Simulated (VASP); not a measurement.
Band structure of PtSe2 (space group P-3m1). These are LDA (Ceperley-Alder, Perdew-Zunger), VASP's LDA PAW potentials (set 64) (plane waves; VASP 6.6.1) values and carry that method's errors.

Unless said otherwise, spin-orbit coupling is left out, though it shifts the bands of the heavy elements here.

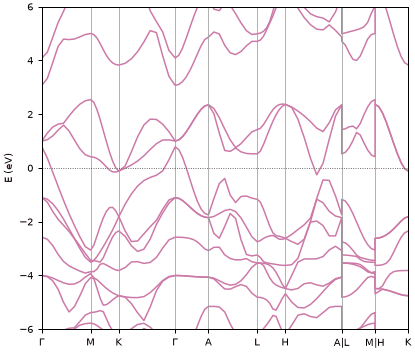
Figure: Bands along high-symmetry lines, zero at the valence-band maximum or, without a gap, the Fermi level

Problem. Read the plot: is there a gap, and where are the band edges?

Solution. It has no gap at this level: it comes out as a metal or semimetal. (Edges off the drawn lines would not show.)

The structure comes from a computed database's PtSe2 entry (P-3m1); how it stands against other phases isn't given here. It was relaxed first, which changed the volume by -17 %.
